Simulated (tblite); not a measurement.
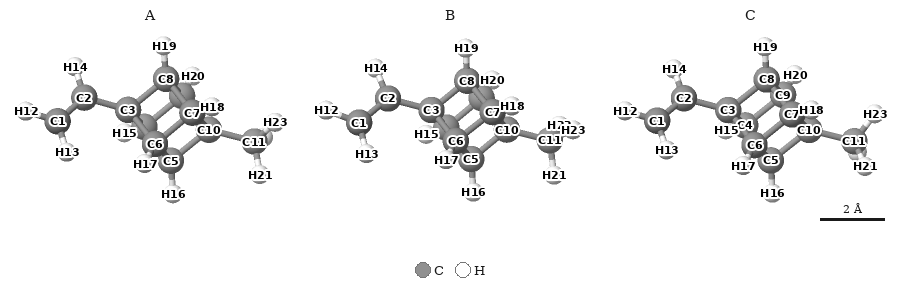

3 geometries from one relaxation of C₁₁H₁₂, in shuffled order. A ball-and-stick model, seen at a tilt.

Theory: GFN2-xTB geometry optimisation, gas phase (tblite 0.8.0). 

### Put them in the order of the run, from the start to the converged end.

B, A, C. They are steps 0, 42, 80, at +44.3 kcal/mol, +1.21 kcal/mol relative to the last. Over 80 geometry steps the energy falls by 44.3 kcal/mol. The atom that moves furthest after the best rigid fit is H21 (0.91 Å). By element the largest moves are H 0.91 Å, C 0.15 Å. Near-neighbour distances that change, for instance: C3–C6 1.442 → 1.549 Å, C3–C4 1.460 → 1.559 Å, C3–C8 1.459 → 1.554 Å, C4–C9 1.452 → 1.541 Å. Among the angles between lasting bonds that change: C1–C2–H14 114.1° → 120.5°, C3–C2–H14 120.3° → 114.7°, C2–C1–H12 118.9° → 122.0°. Groups turn about C10–C11 by about 55°.
